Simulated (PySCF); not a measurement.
## Si$_{3}$NH$_{8}$O$_{3}$ (charge +1): NMR shielding calculation

- system: Si$_{3}$NH$_{8}$O$_{3}$, charge +1, SMILES [NH3+][SiH]1O[SiH2]O[SiH2]O1
- method: GIAO PBE0/pcSseg-1 NMR shielding, non-relativistic, gas phase (PySCF 2.14.0)

The geometry comes from this level: PBE0-D3(BJ)/def2-SVP. Figures and captions count atoms from 1; the log counts them from 0 in places.

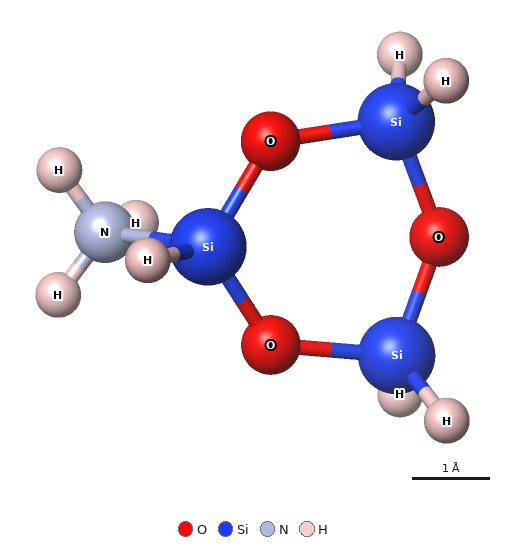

The structure as given in the input (ball-and-stick view, seen at a tilt). Bond lengths as drawn: H–N 1.03 Å, H–Si 1.47 to 1.48 Å, N–Si 1.91 Å and O–Si 1.62 to 1.71 Å.

## The input
```
{"job": {"kind": "nmr", "xc": "PBE0", "basis": "pcSseg-1"}, "charge": 1, "multiplicity": 1}
O      0.565909     0.262834     1.273746
Si    -1.018454     0.283535     1.920019
O     -1.988944     0.409265     0.583145
Si    -1.841689     0.532696    -1.062324
O     -0.151916     0.481036    -1.325546
Si     1.060630     0.484771    -0.252147
N      1.958288    -1.152128    -0.634595
H     -1.220578    -1.012665     2.601336
H     -1.142947     1.472164     2.787163
H     -2.340726     1.834201    -1.549287
H     -2.417107    -0.650911    -1.735678
H      2.122446     1.476986    -0.462433
H      1.326307    -1.956523    -0.537781
H      2.329030    -1.176064    -1.593060
H      2.748881    -1.314377     0.002158
```

The first line tells a small driver script what to run in PySCF; the rest is the geometry in Å.

Launched with:
```bash
OMP_NUM_THREADS=1 python <driver script> task.json out
```

## The program's output
```
coarse grid: 14152 points
cycle   1  E = -1152.7181453719  dE =  1.150e+00  |g| = 1.199e+00  |ddm| = 3.638e+00
cycle   2  E = -1152.3599529916  dE =  3.582e-01  |g| = 1.837e+00  |ddm| = 1.971e+00
cycle   3  E = -1152.9685614561  dE = -6.086e-01  |g| = 9.573e-02  |ddm| = 1.363e+00
cycle   4  E = -1152.9703186755  dE = -1.757e-03  |g| = 3.399e-02  |ddm| = 1.203e-01
cycle   5  E = -1152.9705097020  dE = -1.910e-04  |g| = 1.245e-02  |ddm| = 2.777e-02
cycle   6  E = -1152.9705399986  dE = -3.030e-05  |g| = 1.636e-03  |ddm| = 8.695e-03
cycle   7  E = -1152.9705401911  dE = -1.925e-07  |g| = 1.319e-03  |ddm| = 1.823e-03
final grid: 123376 points
cycle   8  E = -1153.0339948129  dE = -7.963e-06  |g| = 1.268e-02  |ddm| = 1.499e-02
cycle   9  E = -1153.0339590594  dE =  3.575e-05  |g| = 1.905e-02  |ddm| = 1.779e-02
cycle  10  E = -1153.0340222362  dE = -6.318e-05  |g| = 7.735e-04  |ddm| = 1.113e-02
cycle  11  E = -1153.0340223335  dE = -9.726e-08  |g| = 2.435e-04  |ddm| = 5.857e-04
cycle  12  E = -1153.0340223435  dE = -1.003e-08  |g| = 7.354e-05  |ddm| = 1.854e-04
cycle  13  E = -1153.0340223444  dE = -8.495e-10  |g| = 2.653e-05  |ddm| = 6.255e-05
```

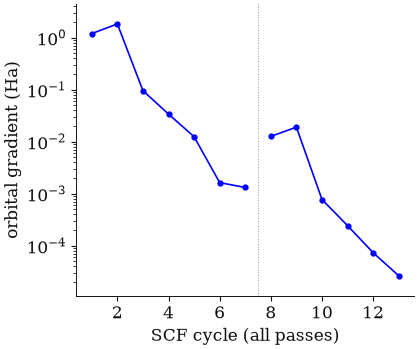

Convergence of the self-consistent field: orbital gradient against the SCF cycle. The dotted line marks the change from a coarse to the final integration grid. The first 7 cycles use a coarse grid, the final grid takes over at cycle 8, and the field converges after 13 cycles in all.

```
converged SCF energy = -1153.0340223444

GIAO shielding tensors (ppm)
atom      isotropic    diamagn.    paramagn.     s11        s22        s33       span
  0 O      232.481     403.889    -171.408    187.246    229.844    280.353     93.107
  1 Si     372.348     879.607    -507.259    334.248    365.522    417.273     83.026
  2 O      248.505     402.918    -154.413    175.966    224.970    344.578    168.612
  3 Si     372.384     879.609    -507.226    334.296    365.554    417.302     83.006
  4 O      232.486     403.863    -171.377    187.316    229.920    280.222     92.906
  5 Si     404.954     882.954    -478.000    350.436    432.102    432.324     81.889
  6 N      212.728     321.989    -109.261    204.912    205.373    227.899     22.987
  7 H       25.893      28.772      -2.879     22.788     23.346     31.547      8.760
  8 H       25.789      27.558      -1.769     22.640     23.083     31.644      9.004
  9 H       25.790      27.557      -1.768     22.640     23.082     31.647      9.008
 10 H       25.892      28.771      -2.879     22.788     23.343     31.546      8.758
 11 H       25.868      28.455      -2.587     22.142     23.075     32.388     10.246
 12 H       27.572      32.058      -4.487     21.928     24.513     36.273     14.345
 13 H       27.580      27.344       0.236     21.707     23.247     37.787     16.080
 14 H       27.580      27.411       0.169     21.691     23.308     37.742     16.052
```

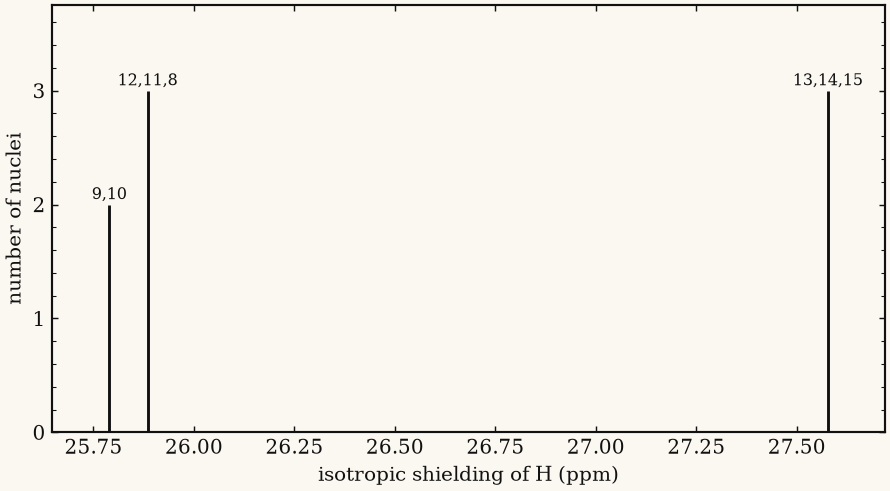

Isotropic shieldings of the hydrogen nuclei in this fixed geometry, labelled by atom number; shielding grows to the right, so chemical shift grows to the left. The least shielded is H9 (25.8 ppm), the most shielded H15 (27.6 ppm).

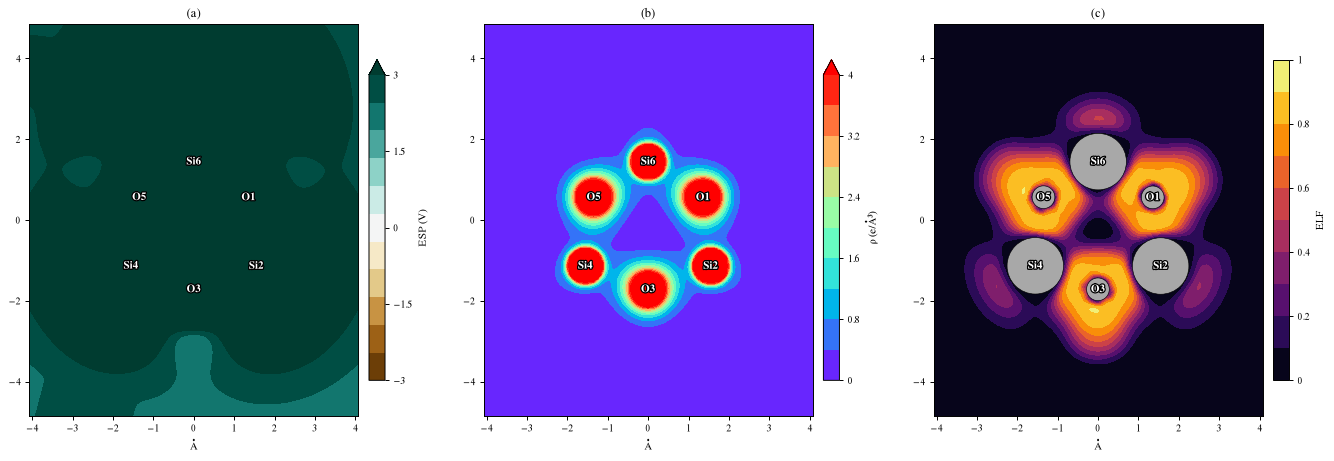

(a) electrostatic potential; (b) total electron density; (c) electron localisation function on the plane of atoms Si2, O3 and Si4. Grey discs, where drawn, cover atomic cores. Atoms in the plane: O and Si. The potential has no marked negative region in this plane.

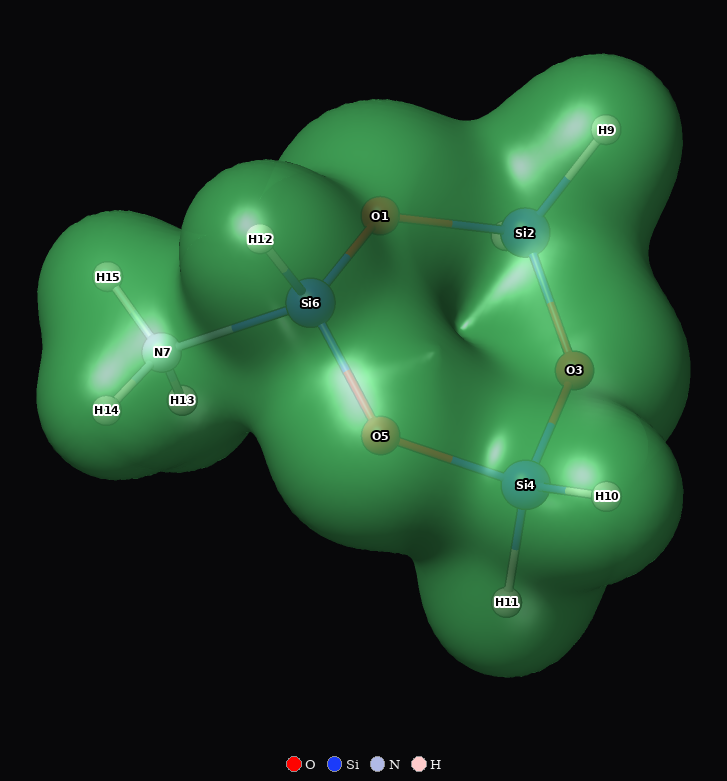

Isosurface of the electron density at 0.1 e/Å³ (green), seen at a tilt. At this value the surface is in one piece. On the grid the lowest density along these lines, outside the cores, is 1 e/Å³ (Si–O, 1.62 Å), 0.59 e/Å³ (Si–N, 1.91 Å), 2.2 e/Å³ (N–H, 1.03 Å) and 0.77 e/Å³ (Si–O, 1.71 Å).

## Key numbers

- outcome: converged
- total energy: −1153.034022 hartree
- HOMO: −12.43 eV
- LUMO: −4.43 eV
- isotropic shielding, O: 232.5 to 248.5 ppm
- isotropic shielding, Si: 372.3 to 405.0 ppm
- isotropic shielding, N: 212.7 ppm
- isotropic shielding, H: 25.8 to 27.6 ppm
- hardware: 1 CPU thread, shared host
- wall time: 34 s
- peak memory: 0.88 GiB
